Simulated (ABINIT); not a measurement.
# FeAs2 (Lollingite): a self-consistent loop beyond G0W0, cycle by cycle, part 3 of 3

Wanted: G0W0 and self-consistent gaps of FeAs2 (Lollingite), with the cost of the cycles.

ABINIT 10.8.3; LDA and many-body steps on it, plane waves. Known limits of the many-body steps: not at the basis limit; mesh may overstate the screening; no spin polarisation; d states lean on the start; no spin-orbit coupling; coarse k mesh.

So far. Step 7 (evGW0, cycle 3): Against the cycle before, the gap moves by +0.006 eV. Step 10 (evGW, cycle 1): Against G0W0 in ABINIT (2×2×4 mesh, 122 bands, screening to 106.1 eV, Godby-Needs plasmon pole), the gap moves by −0.004 eV.

## (12) Screening, 2×2×4 mesh, 122 bands, screening to 106.1 eV

This step: RPA screening on LDA from quasiparticle energies, plane waves, norm-conserving pseudopotentials.

Contents of run.abi:

```
acell 3*1.0 Angstrom
rprim 
  5.301200000000 0.000000000000 0.000000000000
  0.000000000000 5.985800000000 0.000000000000
  0.000000000000 0.000000000000 2.882200000000
ntypat 2
znucl 26 33
natom 6
typat 1 1 2 2 2 2
xred 
  0.000000000000 0.000000000000 -0.000000000000
  0.500000000000 0.500000000000 0.500000000000
  0.176300000000 0.362400000000 -0.000000000000
  0.823700000000 0.637600000000 -0.000000000000
  0.676300000000 0.137600000000 0.500000000000
  0.323700000000 0.862400000000 0.500000000000
pp_dirpath "pseudos"
pseudos "Fe.upf, As.upf"
ecut 65
ngkpt 2 2 4
nshiftk 1
shiftk 0 0 0
kptopt 1
chksymbreak 0
istwfk *1
occopt 1
irdwfk 1
optdriver 3
nband 122
ecuteps 3.9
inclvkb 2
awtr 1
symchi 1
irdqps 1
gwcalctyp 10
nqptdm 11
qptdm 
  0.5000000000 0.0000000000 0.0000000000
  0.0000000000 0.5000000000 0.0000000000
  0.5000000000 0.5000000000 0.0000000000
  0.0000000000 0.0000000000 0.2500000000
  0.5000000000 0.0000000000 0.2500000000
  0.0000000000 0.5000000000 0.2500000000
  0.5000000000 0.5000000000 0.2500000000
  0.0000000000 0.0000000000 0.5000000000
  0.5000000000 0.0000000000 0.5000000000
  0.0000000000 0.5000000000 0.5000000000
  0.5000000000 0.5000000000 0.5000000000
indata_prefix "in"
outdata_prefix "out"
tmpdata_prefix "tmp"
```

Contents of mrgscr.stdin:

```
2
merged
q0_SCR
out_SCR
1
```

On the command line:

```
$ OMP_NUM_THREADS=1 mpirun -n 4 abinit run.abi > log; mrgscr < mrgscr.stdin
```

Numbers of over 12 decimals in the logs are rounded to 6 here.

What it wrote:

```text
.Version 10.8.3 of ABINIT. v10.8.2 released Aug 2026.

 Symmetries : space group Pn n m (# 58); Bravais oP (primitive ortho.)
[... echo of the input left out ...]
== DATASET  1 ==================================================================
-   mpi_nproc: 4, omp_nthreads: 1 (-1 if OMP is not activated)

--- !DatasetInfo
iteration_state: {dtset: 1, }
dimensions: {natom: 6, nkpt: 12, mband: 122, nsppol: 1, nspinor: 1, nspden: 1, mpw: 15496, }
cutoff_energies: {ecut:  65.0, pawecutdg:  -1.0, }
[...]
q-point number  1        q = ( 0.500000, 0.000000, 0.000000) [r.l.u.]
--------------------------------------------------------------------------------
[... chi0 elements left out ...]
  Average fulfillment of the sum rule on Im[epsilon] for q-point    2 :     25.83  [%]

--------------------------------------------------------------------------------
  q-point number  2        q = ( 0.000000, 0.500000, 0.000000) [r.l.u.]
--------------------------------------------------------------------------------
[... chi0 elements left out ...]
  Average fulfillment of the sum rule on Im[epsilon] for q-point    3 :     26.39  [%]

 [... 9 further q-points ...]
```

Run time: 3 min. Hardware: 4 MPI ranks of Arm Neoverse V1, shared host; peak memory 6.2 GiB.

Numbers from this step:

```
plasma frequency                    : 43.24 eV
plane waves in the screening matrix : 227
```

This screening reads the quasiparticle levels of the cycle before.

## (13) evGW, cycle 2

This step: evGW on LDA, plane waves, norm-conserving pseudopotentials.

run.abi, as its differences from that of step 12:

```diff
@@ -27,12 +27,10 @@
 irdwfk 1
-optdriver 3
+optdriver 4
 nband 122
-ecuteps 3.9
-inclvkb 2
-awtr 1
-symchi 1
-irdqps 1
 gwcalctyp 10
-nqptdm 11
-qptdm 
+ecutsigx 65
+symsigma 1
+nkptgw 12
+kptgw 
+  0.0000000000 0.0000000000 0.0000000000
   0.5000000000 0.0000000000 0.0000000000
@@ -48,2 +46,19 @@
   0.5000000000 0.5000000000 0.5000000000
+bdgw 
+  45 70
+  45 70
+  45 70
+  45 70
+  45 70
+  45 70
+  45 70
+  45 70
+  45 70
+  45 70
+  45 70
+  45 70
+ecuteps 3.9
+irdscr 1
+ppmodel 1
+irdqps 1
 indata_prefix "in"
```

On the command line:

```
$ OMP_NUM_THREADS=1 mpirun -n 4 abinit run.abi > log
```

What it wrote:

```text
.Version 10.8.3 of ABINIT. v10.8.2 released Aug 2026.

 Symmetries : space group Pn n m (# 58); Bravais oP (primitive ortho.)
[... echo of the input left out ...]
== DATASET  1 ==================================================================
-   mpi_nproc: 4, omp_nthreads: 1 (-1 if OMP is not activated)

--- !DatasetInfo
iteration_state: {dtset: 1, }
dimensions: {natom: 6, nkpt: 12, mband: 122, nsppol: 1, nspinor: 1, nspden: 1, mpw: 15496, }
cutoff_energies: {ecut:  65.0, pawecutdg:  -1.0, }
[...]
.  kptgw no:  3; Maximum DeltaE = (  -0.003   0.000) for band index:  1
[...]
.  kptgw no: 11; Maximum DeltaE = (  -0.002   0.001) for band index:  3
.  kptgw no: 12; Maximum DeltaE = (  -0.002   0.000) for band index:  5

== END DATASET(S) ==============================================================
================================================================================

 -outvars: echo values of variables after computation  --------
           etotal      0.0000000000E+00
            nband         122
             nkpt          12
          spgroup          58
 [... the other variables as echoed above ...]

 Calculation completed.
```

Run time: 13 min. Hardware: 4 MPI ranks; peak memory 13 GiB; 51 min of CPU time.

This step gave:

| Item | Value |
| --- | --- |
| quasiparticle gap on the mesh | 0.391 eV |
| gap of the density functional on the mesh | 0.2727 eV |
| k of the valence top | 0, 0, 0 |
| k of the conduction bottom | 0, 0, 0.25 |
| least direct quasiparticle gap on the computed points | 0.7390 eV |

Against the cycle before, the gap moves by −0.001 eV.

## (14) The runs together

Times are wall times on 4 MPI ranks of Arm Neoverse V1, shared host, good to a factor of about two. A run's time includes the screening step that it read.

```
           run   mesh  bands  screening cutoff (eV)  DFT gap (eV)  gap on the mesh (eV)  direct (eV)  ε∞ used     time
          G0W0  2×2×4    122                  106.1         0.273                 0.396        0.728    26.98  6.2 min
evGW0, cycle 1  2×2×4    122                  106.1         0.273                 0.386        0.742    26.98   18 min
evGW0, cycle 2  2×2×4    122                  106.1         0.273                 0.358        0.720    26.98   18 min
evGW0, cycle 3  2×2×4    122                  106.1         0.273                 0.364        0.727    26.98   18 min
 evGW, cycle 1  2×2×4    122                  106.1         0.273                 0.392        0.740    24.39   18 min
 evGW, cycle 2  2×2×4    122                  106.1         0.273                 0.391        0.739    24.10   18 min
```

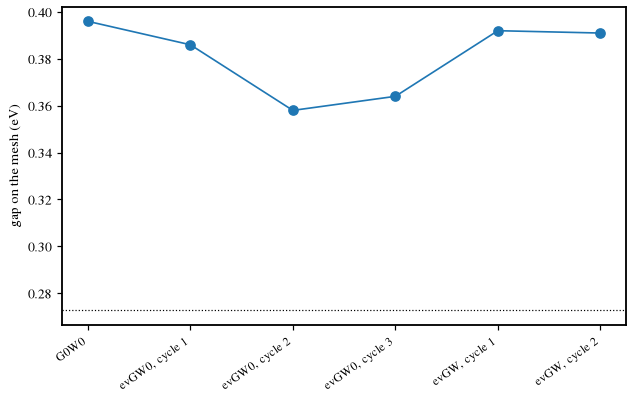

The gap through the cycles; the dotted line is the starting gap.

## (15) Results

* G0W0: 0.396 eV
* evGW0, cycle 1: 0.386 eV
* evGW0, cycle 2: 0.358 eV
* evGW0, cycle 3: 0.364 eV
* evGW, cycle 1: 0.392 eV
* evGW, cycle 2: 0.391 eV
* known limits: not at the basis limit; mesh may overstate the screening; no spin polarisation; d states lean on the start; no spin-orbit coupling; coarse k mesh

Only the bands that the input lists are updated; the others, empty or deep, keep the functional's energies or take a rigid shift. The evGW loop starts from the last levels of evGW0, so its cycles and time come on top of those. evGW0 ends at 0.36 eV, −0.03 eV from G0W0, after 3 cycles that took 37 min beside the first screening; the last moved the gap by 0.006 eV. evGW ends at 0.39 eV, −0.01 eV from G0W0, after 2 cycles that took 37 min beside the first screening; the last moved the gap by 0.001 eV. Against experiment, by evGW, cycle 2: the gap of 0.39 eV lies +0.19 eV from the measured 200 meV (transport, 2013). These are gaps on the mesh, at modest bands and cutoff. The calculation has static nuclei and no excitons; a measured gap holds zero-point and thermal motion, which mostly lowers it. Bands and cutoff are finite, so the gap is not at the basis limit. The miss can reach some tenths of an eV and take either sign; the mesh is an error of its own. The 2×2×4 mesh is coarse for this cell, which bears on the long-range parts of exchange and screening. For the LDA start: The RPA ε∞ on this mesh reaches over 25; with a narrow direct gap a coarse mesh can overstate it, and the correction is then too small. In the updated screening the q = 0 part is built from Kohn-Sham bands under a rigid shift, the other q from the quasiparticle levels. The runs have no spin polarisation. For a closed low-spin shell that is the natural state; where a d or f shell is open it is a constraint, and the gap is then not the crystal's own. With d states at the gap, one-shot GW leans hard on its start. The many-body steps are scalar-relativistic: spin-orbit coupling is not in them.

[Paths, hosts, dates, memory and timing lines, banners, echoed tables and standing remarks are left out of the program output.]

[Logs are printed without paths, hosts, clocks, repeated set-up lines and the standing remarks that a program may print on its own settings, such as how far it seeks lower states.]

[Runs of the session that timed out or met a known fault of the program may be left out.]

[Hosts, paths, dates, database ids (printed as entryN), source tags and the programs' standing remarks are cut or masked in the printed files.]

[G0W0 gaps are taken among the corrected bands and points alone; a level outside them can change the order at an edge.]

[Where Ansatz stands beside ABINIT at settings called matched, ABINIT's density can come from a denser mesh and the files from another edition; pairs whose starting gaps differed by over 0.03 eV were left out, so agreement reads better than it is.]
